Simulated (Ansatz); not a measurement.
# One shape, several levels: singlet BH2O+

We compute a comparison of 6 runs (B3LYP/6-31G*, BLYP/cc-pVTZ, HSE06/cc-pVTZ, revPBE/cc-pVTZ, RPA@PBE/cc-pVTZ, CCSD(T)/cc-pVTZ) of singlet BH2O+. 

Program for the calculation: Ansatz 0.2.0.

50 further runs of the same task are left out: 50 set aside as unsound or not needed.

## (1) The system as given

The species is BH2O+ (4 atoms), meant as a singlet with charge +1. As SMILES of the parent species, `[BH]O`. The shape is that of a PBE0-D4/def2-TZVP optimisation. That shape belongs to the parent species and isn't relaxed for this state.

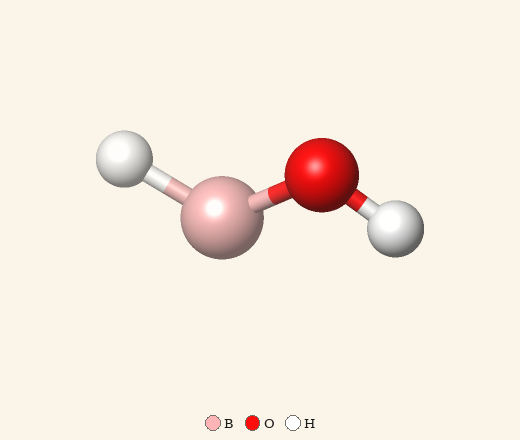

Viewed from a chosen angle; boron pink, oxygen red, hydrogen white.

## (2) The energy at B3LYP/6-31G(d) (Cartesian functions) (run 1)

Input file job.yaml:

```yaml
crystal:
  periodic: [false, false, false]
  atoms:
    - {symbol: B, position_ang: [-0.006100, -0.485500, 0.388300]}
    - {symbol: O, position_ang: [0.119700, 0.544500, -0.448600]}
    - {symbol: H, position_ang: [-1.064200, -1.032400, 0.540300]}
    - {symbol: H, position_ang: [1.006100, 0.913200, -0.500300]}
basis:
  gaussian:
    orbitals: "6-31G*"
total_charge: 1
hamiltonian:
  xc: {name: B3LYP}
accuracy: high
output:
  orbitals: {seedname: orbitals}
```

Command:

```console
ansatz run job.yaml --threads 1 --pin off --max-ram 3480MiB --events-out events.jsonl --progress --plain --runs-dir runs
```

What it wrote:

```text
Warning: RAYON_NUM_THREADS=1 ignored (pool sized by the plan → 1); use --threads N
Functional definition: B3LYP
  name "B3LYP"
  parameter a0 = 0.2
  parameter ax = 0.72
  parameter ac = 0.81
  exchange = (1 - a0 - ax)*slater_x + ax*b88_x + a0*exact_x
  correlation = (1 - ac)*vwn_rpa_c + ac*lyp_c
673 factors; integrals over basis functions are off by at most 2.7e-9 eV
mean field evaluation 1: about -2731.1406 eV, gradient 9.2e1 eV
mean field evaluation 2: about -2629.0714 eV, gradient 2.0e2 eV
mean field evaluation 4: about -2746.2066 eV, gradient 6.6e0 eV
mean field evaluation 8: about -2746.3055 eV, gradient 7.3e-2 eV
mean field evaluation 16: about -2746.3055 eV, gradient 2.2e-6 eV
mean field -2746.30546860 eV, -100.9248644585 hartree, gradient 1.2e-8 eV, S^2 0.000000; 0 other end points of the search recorded, 0 dependent functions left out
reference -2746.30549247 eV, -100.9248653356 hartree; 7, 7 occupied and 27, 27 virtual orbitals, 673 factors
Total energy: -2746.30549247 eV, -100.9248653356 hartree
```

Run time: 1.1 s. Hardware: 1 thread of Arm Neoverse V1, shared host.

## (3) A single-point energy at BLYP/cc-pVTZ (run 2)

Input file molecule.yaml:

```yaml
crystal:
  periodic: [false, false, false]
  atoms:
    - {symbol: B, position_ang: [-0.006100, -0.485500, 0.388300]}
    - {symbol: O, position_ang: [0.119700, 0.544500, -0.448600]}
    - {symbol: H, position_ang: [-1.064200, -1.032400, 0.540300]}
    - {symbol: H, position_ang: [1.006100, 0.913200, -0.500300]}
basis:
  gaussian: {orbitals: cc-pVTZ}
total_charge: 1
hamiltonian: {xc: {name: BLYP}}
accuracy: high
output: {orbitals: {seedname: orbitals}}
```

Command:

```console
ansatz run molecule.yaml --threads 1 --pin off --max-ram 3480MiB --events-out events.jsonl --progress --plain --runs-dir runs
```

What it wrote:

```text
Warning: RAYON_NUM_THREADS=1 ignored (pool sized by the plan → 1); use --threads N
Functional definition: BLYP
  name "BLYP"
  parameter beta = 0.0042
  parameter a = 0.04918
  parameter b = 0.132
  parameter c = 0.2533
  parameter d = 0.349
  exchange = b88_x(beta = beta)
  correlation = lyp_c(a = a, b = b, c = c, d = d)
1459 factors; integrals over basis functions are off by at most 3.0e-9 eV
mean field evaluation 1: about -2726.3418 eV, gradient 1.2e2 eV
mean field evaluation 2: about -2585.7247 eV, gradient 2.2e2 eV
mean field evaluation 4: about -2746.4963 eV, gradient 1.5e1 eV
mean field evaluation 8: about -2746.9444 eV, gradient 5.6e-1 eV
mean field evaluation 16: about -2746.9452 eV, gradient 3.4e-5 eV
mean field -2746.94524567 eV, -100.9483758320 hartree, gradient 6.9e-8 eV, S^2 0.000000; 0 other end points of the search recorded, 0 dependent functions left out
reference -2746.94528555 eV, -100.9483772974 hartree; 7, 7 occupied and 81, 81 virtual orbitals, 1459 factors
Total energy: -2746.94528555 eV, -100.9483772974 hartree
```

It took 2.4 s on 1 thread of Arm Neoverse V1, shared host; peak memory 0.16 GiB.

Runs 3 to 5 aren't shown in full; the table further down has their settings and results.

## (4) The energy at CCSD(T)/cc-pVTZ (run 6)

job.yaml: that of step 2 with these lines changed.

```diff
@@ -9,8 +9,11 @@
   gaussian:
-    orbitals: "6-31G*"
+    orbitals: cc-pVTZ
 total_charge: 1
-hamiltonian:
-  xc: {name: B3LYP}
+magnetization:
+  spin_polarized: false
+correlation:
+  method: ccsd_t
+  frozen_orbitals: {B: 1, H: 0, O: 1}
 accuracy: high
-output:
-  orbitals: {seedname: orbitals}
+scf:
+  omitted_lower_state_checks: [cluster_reference, increment]
```

Command:

```console
ansatz run job.yaml --threads 1 --pin off --max-ram 3480MiB --events-out events.jsonl --progress --plain --runs-dir runs
```

What it wrote:

```text
Warning: RAYON_NUM_THREADS=1 ignored (pool sized by the plan → 1); use --threads N
Functional definition: HF
  name "HF"
  exchange = exact_x
  correlation = 0
these checks for a lower state are left out or cut short: cluster_reference, increment
1459 factors; integrals over basis functions are off by at most 3.0e-9 eV
mean field evaluation 1: about -2724.8836 eV, gradient 6.9e1 eV
mean field evaluation 2: about -2724.8831 eV, gradient 6.9e1 eV
mean field evaluation 4: about -2732.7311 eV, gradient 4.1e0 eV
mean field evaluation 8: about -2732.7864 eV, gradient 5.5e-4 eV
mean field -2732.78635930 eV, -100.4280463552 hartree, gradient 2.4e-8 eV, S^2 0.000000; 0 other end points of the search recorded, 0 dependent functions left out
2 core orbitals not correlated: weight in the atoms' cores, before any rotation towards them, 1.000 or more for the frozen orbitals, at most 0.000 for the correlated occupied ones
reference -2732.78635930 eV, -100.4280463552 hartree; 5, 5 occupied and 81, 81 virtual orbitals, 1459 factors
second order -8.72663292 eV of doubles, -0.00000000 eV of singles
cycle   1  -8.64736274 eV  change    7.9e-2 eV  update   9.0e-2
cycle   2  -8.90982683 eV  change   -2.6e-1 eV  update   3.2e-2
cycle   3  -9.00667933 eV  change   -9.7e-2 eV  update   1.9e-2
cycle   4  -8.99235038 eV  change    1.4e-2 eV  update   5.0e-3
cycle   5  -8.99014594 eV  change    2.2e-3 eV  update   1.9e-3
cycle   6  -8.99083966 eV  change   -6.9e-4 eV  update   4.7e-4
cycle   7  -8.99055592 eV  change    2.8e-4 eV  update   1.6e-4
cycle   8  -8.99051785 eV  change    3.8e-5 eV  update   4.8e-5
cycle   9  -8.99051964 eV  change   -1.8e-6 eV  update   1.9e-5
cycle  10  -8.99051106 eV  change    8.6e-6 eV  update   6.9e-6
cycle  11  -8.99051675 eV  change   -5.7e-6 eV  update   2.7e-6
cycle  12  -8.99051782 eV  change   -1.1e-6 eV  update   9.6e-7
cycle  13  -8.99051912 eV  change   -1.3e-6 eV  update   4.3e-7
cycle  14  -8.99051933 eV  change   -2.1e-7 eV  update   1.5e-7
cycle  15  -8.99051916 eV  change    1.7e-7 eV  update   6.5e-8
cycle  16  -8.99051909 eV  change    6.4e-8 eV  update   3.5e-8
cycle  17  -8.99051884 eV  change    2.6e-7 eV  update   1.2e-7
cycle  18  -8.99051883 eV  change    7.3e-9 eV  update   2.9e-8
cycle  19  -8.99051881 eV  change    2.3e-8 eV  update   1.1e-8
cycle  20  -8.99051880 eV  change    3.9e-9 eV  update   2.6e-9
cycle  21  -8.99051881 eV  change   -1.4e-9 eV  update  7.9e-10
cycle  22  -8.99051881 eV  change   6.0e-11 eV  update  2.2e-10
perturbative correction -0.36210750 eV, -0.0133072053 hartree
Total energy: -2742.13898561 eV, -100.7717490327 hartree
Checks for a lower state left out: cluster_reference, increment
```

Wall time 6.6 s (1 thread of Arm Neoverse V1, shared host); peak memory 0.51 GiB.

## (5) All runs side by side

| run | level | Cartesian functions | frozen core orbitals | energy (Eh) | HOMO energy (eV) | LUMO energy (eV) | HOMO–LUMO gap (eV) | wall time |
| --- | --- | --- | --- | --- | --- | --- | --- | --- |
| 1 | B3LYP/6-31G* (Cartesian functions) | yes | – | -100.924865 | -18.91 | -11.44 | 7.47 | 1.1 s |
| 2 | BLYP/cc-pVTZ | no | – | -100.948377 | -17.56 | -12.18 | 5.38 | 2.4 s |
| 3 | HSE06/cc-pVTZ | no | – | -100.837923 | -18.88 | -11.53 | 7.34 | 2.9 s |
| 4 | revPBE/cc-pVTZ | no | – | -100.937009 | -17.61 | -12.14 | 5.46 | 2.4 s |
| 5 | RPA@PBE/cc-pVTZ | no | 2 | -100.928371 | – | – | – | 4.5 s |
| 6 | CCSD(T)/cc-pVTZ | no | 2 | -100.771749 | – | – | – | 6.6 s |

## (6) Outcome

| quantity | value |
| --- | --- |
| run 6: total energy | -100.77175 Eh |
| run 6: correlation energy (2 core orbitals frozen) | -343.7 mEh |
| run 6: (T) correction | -13.31 mEh |
| run 6: T1 diagnostic | 0.022 |

**Reading.** Over runs 1, 2, 3, 4 the HOMO–LUMO gap runs from 5.38 eV (BLYP/cc-pVTZ) to 7.47 eV (B3LYP/6-31G*). The two ends differ in method and basis. Totals of different functionals can't be ranked against each other. All runs together took 20 s, the longest 6.6 s.
